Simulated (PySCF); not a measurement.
**Al₂Cl₇ (heptachlorodialuminate anion) (charge −1): density, localisation and related maps**

Input

```
{"job": {"kind": "uv", "xc": "wB97X-D", "basis": "def2-SVPD", "ip": true, "dynamic": true}, "charge": -1, "multiplicity": 1}
Cl     0.065163     2.351293    -0.908176
Al    -1.577901     1.048640    -0.613429
Cl    -2.734142     1.460770     1.124034
Cl    -2.759610     0.742733    -2.356762
Cl    -0.739212    -1.048181    -0.192115
Al     1.560337    -1.089448    -0.130367
Cl     2.150871     0.207066     1.441011
Cl     1.889491    -3.151775     0.307354
Cl     2.202687    -0.538452    -2.073847
```

Command:

```sh
OMP_NUM_THREADS=1 python probes_run.py task.json out
```

Geometry: PBE0-D3(BJ)/def2-SVP.

All numbers below come from PySCF, wB97X-D/def2-SVPD, SCF density, gas phase.

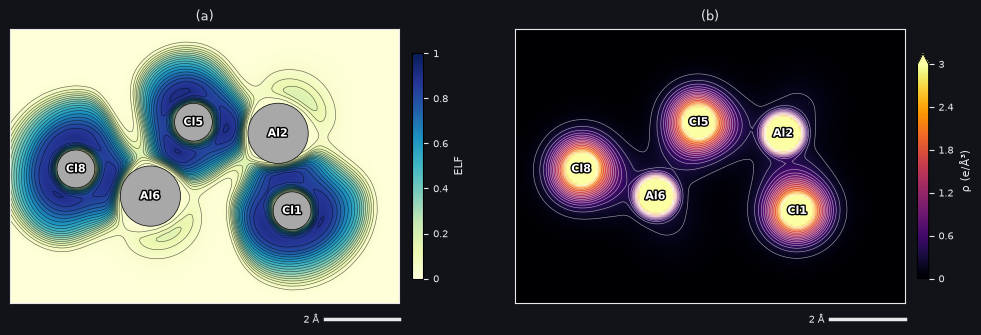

Figure 1. (a) ELF; (b) electron density on the plane of atoms Cl5, Al6 and Cl8. Grey discs cover the atomic cores in the ELF map.

What do the fields say about this system?

Answer.
- Atoms in the plane: Cl and Al.
- Al–Cl (2.12 Å): the density is about 0.69 e/Å³ at the midpoint; the ELF peaks at about 0.90 in the valence shell of Cl, 0.9 Å from its nucleus, and is about 0.85 at the midpoint.
- Al–Cl (2.30 Å): the density is about 0.48 e/Å³ at the midpoint; the ELF peaks at about 0.90 in the valence shell of Cl, 0.9 Å from its nucleus, and is about 0.85 at the midpoint.
- The ELF also peaks beside Cl1, Cl8 and Cl5, away from the bonds: lone-pair regions.

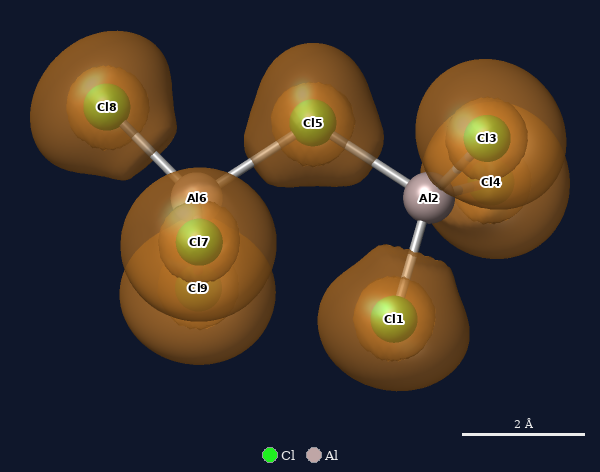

Figure 2. Isosurface of the electron localisation function at 0.75 (orange), seen from one side. Core shells and regions of very low density are left out.

What do the ELF domains correspond to?

Answer. The surface consists of seven regions on Cl in which the atom's valence shell and bonds are merged.
